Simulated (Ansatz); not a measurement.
FGeH3

```xyz
5

Ge   -0.9578   -0.1490    0.4533
F     0.4414   -1.0605   -0.7190
H     0.4051    0.1371   -0.7892
H    -0.0273    1.0121   -0.5337
H     0.1386    0.0604    1.5885
```

A transition-state structure; geometry: PBE0-D4/def2-TZVP.

All numbers below come from RKS PBE0-D4/def2-TZVPP in Ansatz 0.2.0.

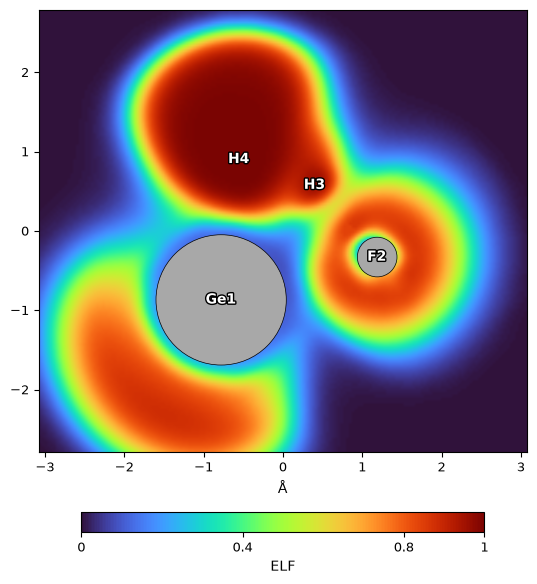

Figure 1. Electron localisation function on the plane of atoms H3, Ge1 and H4. Grey discs cover the atomic cores.

Q: Read the bonding off the picture.

A: The plane passes through Ge, F and H nuclei.
Ge–F (2.04 Å): the ELF peaks at about 0.80 in the valence shell of F, 0.5 Å from its nucleus, and is about 0.20 at the midpoint.
The ELF also peaks beside F2, away from the bonds: lone-pair regions.

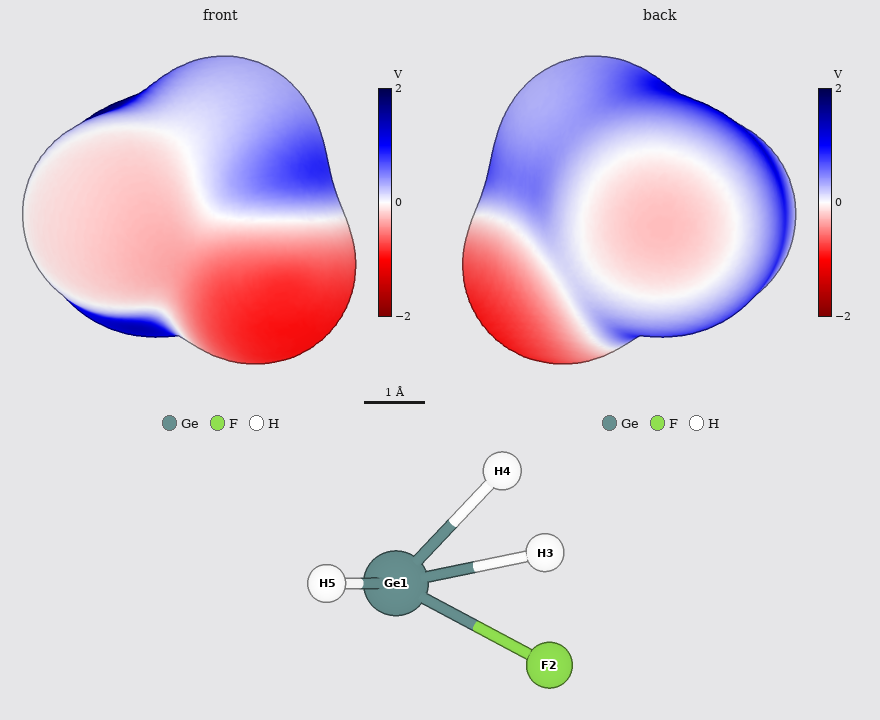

Figure 2. The molecular electrostatic potential painted on the density surface at 0.001 e/bohr³, seen from the front and from behind; the colour scale runs from red (negative) to blue (positive). The bare structure is drawn below in the same view.

Q: Where is the surface potential most negative and most positive?

A: The most negative region (about −0.9 V) lies over F2, the most positive (about +1.7 V) over Ge1.

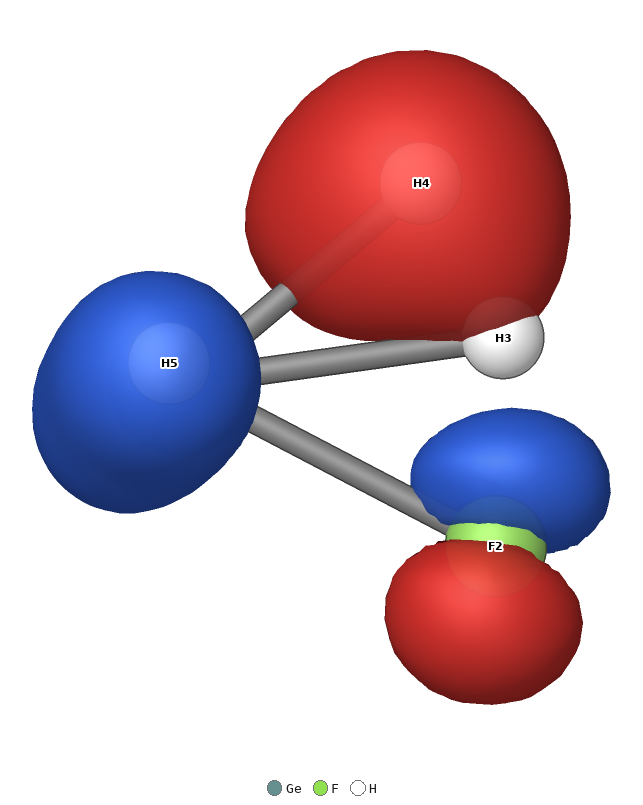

Figure 3. The HOMO−1 at ±0.2 Å⁻³ᐟ² (red and blue are the two phases), seen at a tilt.

Q: Where does this orbital lie, and at what energy?

A: It lies mainly on F2 (about 30 %), H4 (about 25 %), Ge1 (about 25 %), H5 (about 10 %) and H3 (about 10 %). Its energy is −9.39 eV.
